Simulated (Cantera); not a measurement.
Input: 1 mol SiC, 0.04 mol H2O, 21 mol N2, held at 2025 K.

These are equilibrium values from Cantera (NASA tables, ideal gas, pure condensed phases), not measurements of a reactor. Candidate condensed phases: C, C6H6, C7H8, C8H18, H2O, Si, SiC, SiO2, Si2N2O, Si3N4; 151 gas species. Mutual solubility and eutectic melting of coexisting phases are not modelled. The tables' values for SiN are old estimates; treat these amounts as uncertain. The numbers say what is thermodynamically allowed, not how fast it happens.

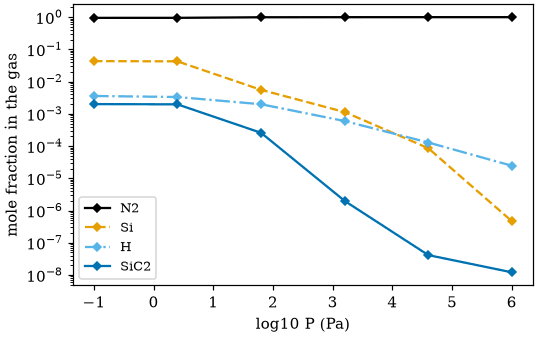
*Equilibrium gas composition (values under 1e-9 drawn at 1e-9)*

From 0.100 Pa to 2.50 Pa the condensed part is C(graphite). At 63.0 Pa the condensed part is C(graphite) + SiC(s). From 1600 Pa to 40000 Pa the condensed part is SiC(s). At 1000000 Pa the condensed part is SiC(s) + Si3N4(s). The main Si-bearing gas is Si at 0.100 Pa and SiO at 1000000 Pa.
